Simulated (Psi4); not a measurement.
**[HO2]− (hydroperoxide(1-)): B2PLYP/cc-pVDZ (density fitting, density fitting for correlation, sweep point 5)**

Aim: the vertical ionisation energy of [HO2]− (hydroperoxide(1-)) at B2PLYP/cc-pVDZ (density fitting, density fitting for correlation, sweep point 5), from 2 runs. 

Program for the calculation: Psi4 1.11.

4 further runs of the same task are left out: 4 set aside as unsound or not needed.

### 1 The system as given

[HO2]−: 3 atoms, total charge -1, spin state singlet. SMILES: `[O-]O`. Geometry: relaxed at PBE0-D4/def2-TZVPD.

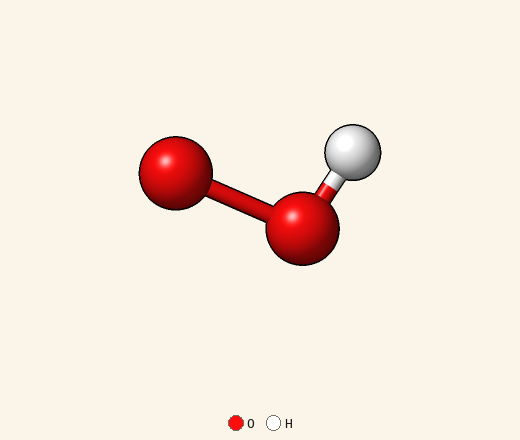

The structure, seen from a chosen angle (oxygen red, hydrogen white).

### 2 The energy at B2PLYP/cc-pVDZ (density fitting, density fitting for correlation, sweep point 5)

Contents of job.inp:

```
memory 1.6 GB

molecule system {
  -1 1
  O     -0.67606842     1.93808422    -0.15274656
  O     -0.45780505    -0.84259108    -0.34156800
  H      1.13389237    -1.09551203     0.49429566
  units au
  symmetry c1
}

set {
  puream               true
  scf_type             df
  num_frozen_docc      2
  dft_radial_points    75
  dft_spherical_points 302
}

energy_value, wavefunction = energy('b2plyp/cc-pVDZ', return_wfn=True)
print_variables()
```

Command:

```sh
$ psi4 job.inp job.out -n 1
```

job.out:

```text
[...]
  Running in c1 symmetry.
[...]
  Nuclear repulsion =   29.527067201919131
[...]
  Multiplicity = 1
[...]
  Nalpha       = 9
  Nbeta        = 9
[...]
    Number of basis functions: 33
[...]
   @DF-RKS iter   1:  -150.51760965909941   -6.60882e-01   1.67508e-02 ADIIS/DIIS
[...]
   @DF-RKS iter   8:  -150.64585540106287   -2.83221e-08   8.93230e-07 DIIS
[...]
    Orbital Energies [Eh]
    ---------------------
    Doubly Occupied:
       1A    -19.439014     2A    -19.341286     3A     -0.858476
       4A     -0.582883     5A     -0.234050     6A     -0.117782
       7A     -0.117763     8A      0.038124     9A      0.062446
[...]
  @DF-RKS Final Energy:  -150.64585540106287
   => Energetics <=
    Nuclear Repulsion Energy =             29.5270672019191309
    One-Electron Energy =                -273.0288722708619957
    Two-Electron Energy =                 101.3864066403679516
    DFT Exchange-Correlation Energy =      -8.5304569724879808
    Empirical Dispersion Energy =           0.0000000000000000
    VV10 Nonlocal Energy =                  0.0000000000000000
    Total Energy =                       -150.6458554010628745
[...]
 Multipole Moments:
 ------------------------------------------------------------------------------------
     Multipole            Electronic (a.u.)      Nuclear  (a.u.)        Total (a.u.)
 ------------------------------------------------------------------------------------
 L = 1.  Multiply by 2.5417464519 to convert [e a0] to [Debye]
 Dipole X            :         -0.3085340            0.8887421            0.5802081
 Dipole Y            :          0.1208224           -0.7937641           -0.6729417
 Dipole Z            :         -0.0000000           -0.0000000           -0.0000000
 Magnitude           :                                                    0.8885336
[...]
```

Run time: 4.2 s. Hardware: 1 thread of Intel Xeon at 2.70GHz, shared host; peak memory 0.26 GiB.

### 3 Doublet neutral HO2, same level

Contents of calc.dat:

```
memory 1600 MB

molecule {
  0 2
  O     -0.67606842     1.93808422    -0.15274656
  O     -0.45780505    -0.84259108    -0.34156800
  H      1.13389237    -1.09551203     0.49429566
  units au
  symmetry c1
}

set basis cc-pVDZ
set reference uks
set puream true
set scf_type df
set num_frozen_docc 2
set dft_radial_points 75
set dft_spherical_points 302
set maxiter 100

result, w = energy("b2plyp", return_wfn=True)
print_variables()
```

Command:

```sh
$ psi4 -n 1 calc.dat calc.out
```

calc.out:

```text
[...]
  Running in c1 symmetry.
[...]
  Nuclear repulsion =   29.527067201919131
[...]
  Multiplicity = 2
[...]
  Nalpha       = 9
  Nbeta        = 8
[...]
    Number of basis functions: 33
[...]
   @DF-UKS iter   1:  -150.61985962632167   -7.63132e-01   7.23547e-03 ADIIS/DIIS
[...]
   @DF-UKS iter  13:  -150.65645419194504   -3.97512e-09   4.85663e-07 DIIS
[...]
   @S^2 Observed:                7.587475796E-01
[...]
    Orbital Energies [Eh]
    ---------------------
    Alpha Occupied:
       1A    -19.861541     2A    -19.836960     3A     -1.278486
       4A     -1.039309     5A     -0.614240     6A     -0.566588
       7A     -0.523486     8A     -0.415372     9A     -0.413600
    Alpha Virtual:
      10A      0.063202    11A      0.119088    12A      0.654316
      13A      0.920077    14A      0.937520    15A      0.972405
      16A      1.029938    17A      1.048155    18A      1.137064
      19A      1.375197    20A      1.381077    21A      1.549587
      22A      1.785735    23A      2.200062    24A      2.386761
      25A      2.444810    26A      2.611892    27A      2.647804
[...]
  @DF-UKS Final Energy:  -150.65645419194504
   => Energetics <=
    Nuclear Repulsion Energy =             29.5270672019191309
    One-Electron Energy =                -266.0148374780968652
    Two-Electron Energy =                  94.1566998503010950
    DFT Exchange-Correlation Energy =      -8.3253837660684020
    Empirical Dispersion Energy =           0.0000000000000000
    VV10 Nonlocal Energy =                  0.0000000000000000
    Total Energy =                       -150.6564541919450448
[...]
 Multipole Moments:
 ------------------------------------------------------------------------------------
     Multipole            Electronic (a.u.)      Nuclear  (a.u.)        Total (a.u.)
 ------------------------------------------------------------------------------------
 L = 1.  Multiply by 2.5417464519 to convert [e a0] to [Debye]
 Dipole X            :         -0.1797040            0.8887421            0.7090381
 Dipole Y            :          0.5207319           -0.7937641           -0.2730322
 Dipole Z            :          0.0000000           -0.0000000            0.0000000
 Magnitude           :                                                    0.7597905
[...]
```

It took 4.5 s on 1 thread of Intel Xeon at 2.70GHz, shared host; peak memory 0.26 GiB.

### 4 What came out

At B2PLYP/cc-pVDZ (density fitting, density fitting for correlation, sweep point 5), 2 core orbitals frozen:

```
                                                                     quantity          value
                                                 singlet [HO2]−: total energy  -150.76767 Eh
                            singlet [HO2]−: HOMO energy (SCF part's orbitals)        1.70 eV
                            singlet [HO2]−: LUMO energy (SCF part's orbitals)        9.81 eV
        singlet [HO2]−: HOMO–LUMO gap (to an unbound level, set by the basis)        8.11 eV
                                            doublet neutral HO2: total energy  -150.77549 Eh
doublet neutral HO2: HOMO energy (SCF part's orbitals) (highest over α and β)      -10.54 eV
 doublet neutral HO2: LUMO energy (SCF part's orbitals) (lowest over α and β)       -1.04 eV
                                                    doublet neutral HO2: ⟨S²⟩          0.759
                          vertical detachment energy (to the doublet neutral)      -0.213 eV
```

The species is unbound against losing an electron at this level, by 0.21 eV (−4.9 kcal/mol); missing correlation or diffuse functions can give that sign where the real anion is bound. The HOMO (singlet [HO2]−) lies at positive energy, 1.70 eV; only total energies tell whether the electron is bound.
